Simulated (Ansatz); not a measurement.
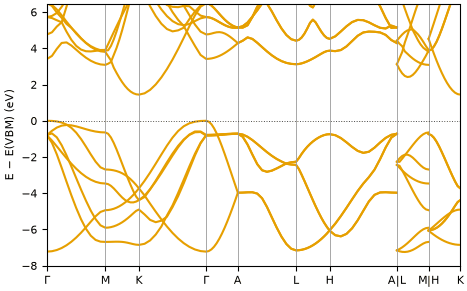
Figure: Band structure from DFT-PBE in the program Ansatz with PAW potentials

Question: Read off the gap and where the band edges lie.

Answer: About 1.4 eV (1.44 eV by a search for the band edges); maximum at Γ, minimum at K.

The material is BeS (NiAs type, P6_3/mmc).

A made-up cell: these elements were put on the sites of a structure type; neither database checked (COD, Materials Project) lists it. COD files the formula under space group No. 216, so this cell is another polymorph or a model. Its standing as an ambient phase is unchecked. The PBE relaxation kept the symmetry of its start; its stability against distortions is not shown here.

Potentials: the later of the program's two PAW sets.
